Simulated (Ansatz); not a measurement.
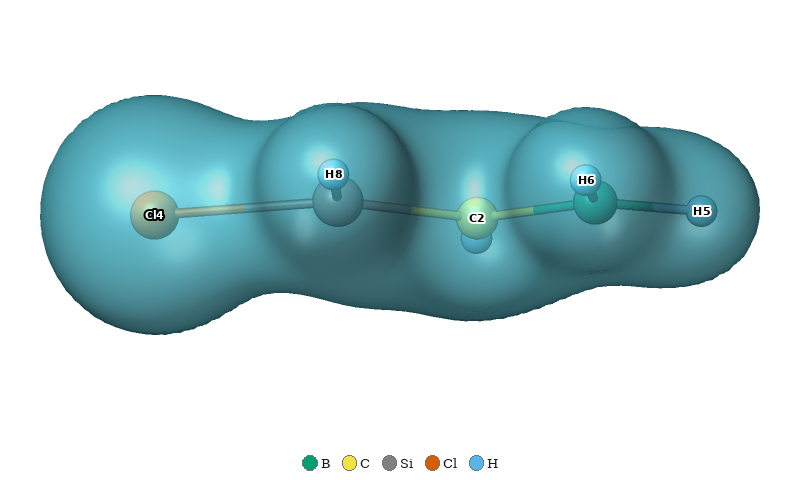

Figure 1: CH₄BClSi. Isosurface of the electron density at 0.2 e/Å³ (cyan), seen from one side.

Computed with RKS BLYP-D4/def2-SVP in Ansatz 0.2.0.

```yaml
atoms:
  - { symbol: B, position_ang: [-0.3431, 1.3951, -0.2239] }
  - { symbol: C, position_ang: [0.5580, 0.1971, -0.4576] }
  - { symbol: Si, position_ang: [0.0188, -1.2155, 0.3921] }
  - { symbol: Cl, position_ang: [0.9336, -3.0746, 0.3679] }
  - { symbol: H, position_ang: [-0.1153, 2.4714, -0.7412] }
  - { symbol: H, position_ang: [-1.3236, 1.2979, 0.4955] }
  - { symbol: H, position_ang: [1.4601, 0.1889, -1.0882] }
  - { symbol: H, position_ang: [-1.1886, -1.2602, 1.2554] }
```

What does this surface tell about the bonding?

At this value the surface is in one piece. It bridges the shortest C–B (1.52 Å), C–Si (1.73 Å), Si–Cl (2.07 Å) and C–H (1.10 Å) contacts, where the density stays above the isovalue. On the grid the lowest density along these lines, outside the cores, is 1.2 e/Å³ (C–B, 1.52 Å), 0.98 e/Å³ (C–Si, 1.73 Å), 0.61 e/Å³ (Si–Cl, 2.07 Å) and 1.8 e/Å³ (C–H, 1.10 Å).
